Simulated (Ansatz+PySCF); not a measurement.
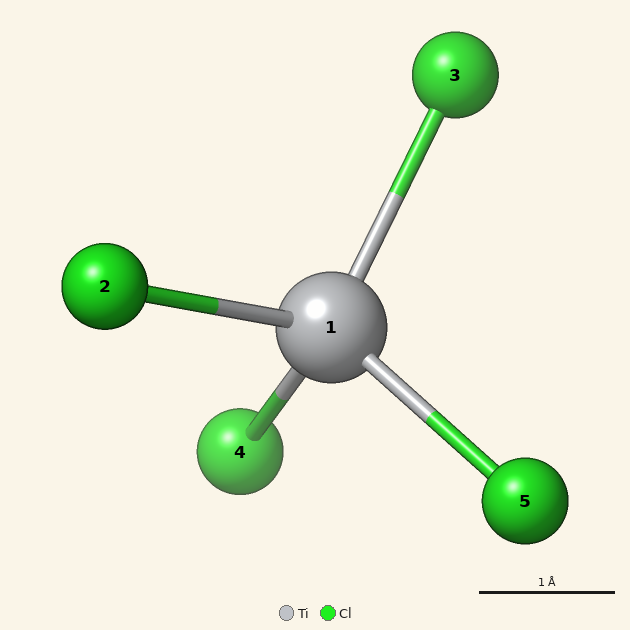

(Drawn from a calculation with Ansatz+PySCF.)

Orthographic view. Atoms fade into the background with distance from the viewer. Charge 0, singlet. Geometry: a fixed input geometry, not necessarily a minimum.

Give the distance matrix in Å.

```tsv
atom	Ti1	Cl2	Cl3	Cl4	Cl5
Ti1	0.00				
Cl2	2.16	0.00			
Cl3	2.14	3.52	0.00		
Cl4	2.15	3.52	3.50	0.00	
Cl5	2.16	3.52	3.51	3.52	0.00
```
